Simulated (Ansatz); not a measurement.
# BaTiO3, pressure series

The reference is BaTiO3 in the cubic perovskite structure (space group Pm-3m, No. 221; a = 4.0192 Å).

Cell and atoms are relaxed at each pressure.

Levels (all Ansatz, a program for electronic structure, PAW): PBE (420 eV, no spin-orbit coupling); r2SCAN (500 eV, no SOC).

The base cell above is that of PBE; each level relaxes its own structures.

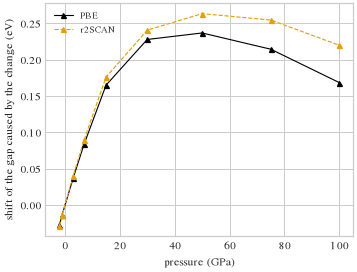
Shift of the gap caused by the change under two levels

How do the two levels compare along the series?

The two levels differ by at most about 0.05 eV. Near ties aside, they put the cases in the same order.

Load acts through the strain it causes; cell and atoms are relaxed under it. Whether these cells are dynamically stable was not tested. No other phases were tried under pressure. All final runs are without spin polarisation. Many cubic perovskites are stable only at high temperature; tilts and polar distortions were not tested. This is not the structure that BaTiO3 has at room temperature and ambient pressure.
